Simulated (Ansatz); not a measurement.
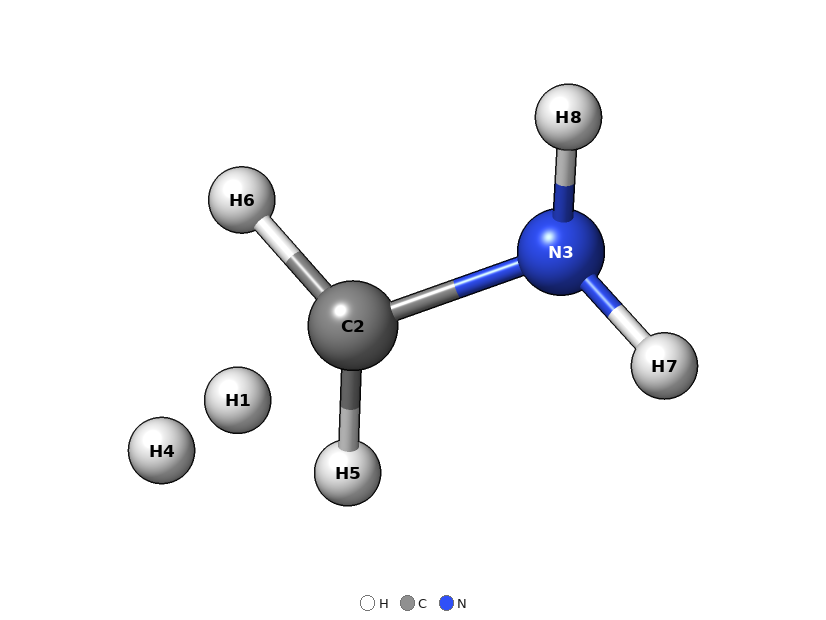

Charge 0, doublet. Harmonic vibrations computed with UKS PBE0-D4/def2-SVP (Ansatz 0.2.0) at a stationary point of the same level.

Is this a minimum or a saddle point?

A first-order saddle point: one imaginary frequency, 1293i cm⁻¹.

How many vibrational modes are there, and where do they lie?

18 modes: 1293i, 378, 404, 636, 704, 985, 1030, 1238, 1307, 1308, 1336, 1440, 1461, 1637, 3111, 3217, 3582, 3685 cm⁻¹.
